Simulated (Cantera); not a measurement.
A closed system holds: 1 mol Si, 1.7 mol NF3, at 130 Pa.

Cantera equilibrium calculation (NASA polynomials, part measured and part estimated; ideal gas, pure solids and liquids). Candidate condensed phases: Si, Si3N4; 16 gas species. Equilibrium is a limit: real reactors are often held back by kinetics, nucleation or transport.

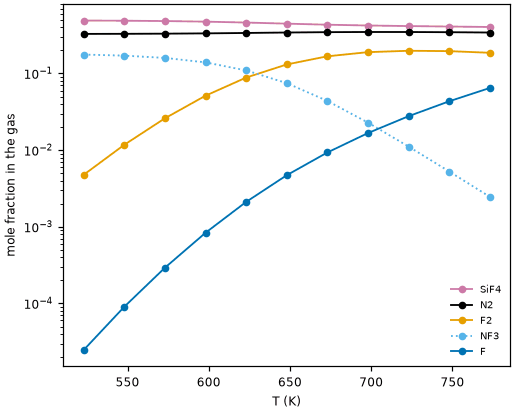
Figure. Equilibrium gas composition (values under 1e-9 drawn at 1e-9)

From 523 K to 773 K nothing is condensed. The main Si-bearing gas is SiF4 throughout.
